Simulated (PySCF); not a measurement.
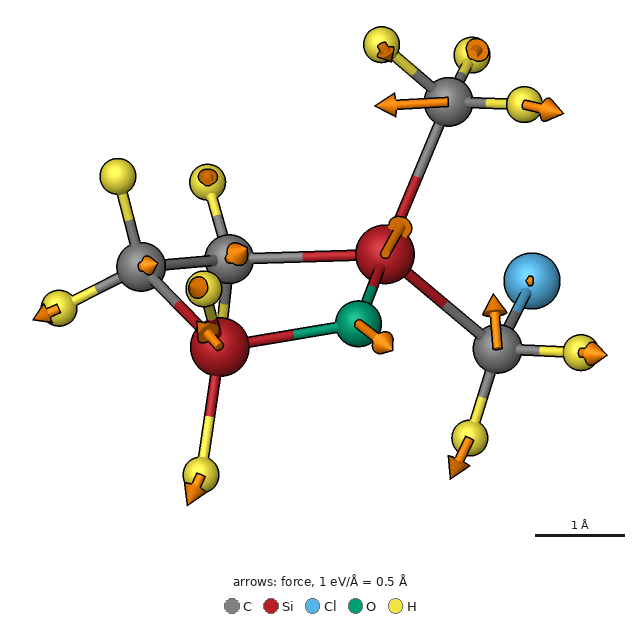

Starting geometry of C4H11ClOSi2 with the computed forces as orange arrows. A ball-and-stick model, seen at a tilt.

The start comes from GFN2-xTB. Its atoms were then displaced at random by about 0.01 Å.

Method: PBE0-D3(BJ)/def2-SVP geometry optimisation, gas phase in PySCF 2.14.0, density-fitted response routines. 

Is this structure relaxed? If not, where do the atoms go?

It isn't relaxed: the largest force vector, on a Si atom, is 1.83 eV/Å. The final displacements have little in common with the starting forces (cosine between the two patterns 0.19). An H atom moves most after the best rigid fit: 0.32 Å. By element the largest moves are H 0.32 Å, Cl 0.28 Å, O 0.14 Å, C 0.07 Å, Si 0.07 Å. Among the contacts that change: O–Si 1.626 → 1.687 Å, H–Si 1.455 → 1.496 Å, O–Si 1.647 → 1.680 Å, C–H 1.071 → 1.100 Å. Bond angles that change, for instance: H–Si–H 113.6° → 108.6°, Si–O–Si 119.2° → 115.4°, O–Si–H 106.9° → 110.5°. After 8 geometry steps the energy has fallen by 25.4 kJ/mol.
